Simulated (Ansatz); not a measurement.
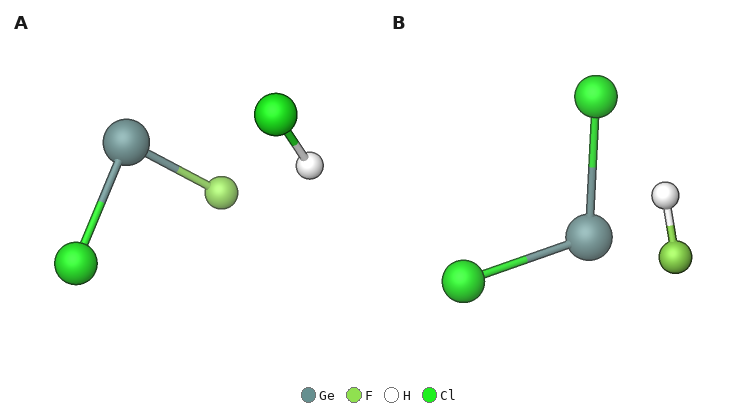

2 stationary structures of one formula. Geometries: PBE0-D4/def2-TZVP. Electronic energies: PBE-D4/def2-TZVPP (Ansatz 0.2.0), without zero-point energy.

> Which is lowest in energy, and by how much?

B is lowest (C1, a minimum); A lies 4.0 kcal/mol above it (C1, a minimum).

Give E(B) − E(A) in kcal/mol at these levels too: B3LYP-D4/def2-TZVPP; B97M-V/def2-TZVPP; RHF-CCSD(T) (frozen core)/def2-TZVPP; BLYP-D4/def2-TZVPP; r2SCAN0-D4/def2-TZVPP; PBE-QIDH (frozen core)/def2-TZVPP; SPW92 (LDA)/def2-TZVPP; BHLYP-D4/def2-TZVPP.

| level | E(B) − E(A) (kcal/mol) |
| --- | --- |
| B3LYP-D4/def2-TZVPP | −2.7 |
| B97M-V/def2-TZVPP | −2.1 |
| RHF-CCSD(T) (frozen core)/def2-TZVPP | −2.3 |
| BLYP-D4/def2-TZVPP | −2.4 |
| r2SCAN0-D4/def2-TZVPP | −3.7 |
| PBE-QIDH (frozen core)/def2-TZVPP | −3.8 |
| SPW92 (LDA)/def2-TZVPP | −5.1 |
| BHLYP-D4/def2-TZVPP | −2.7 |
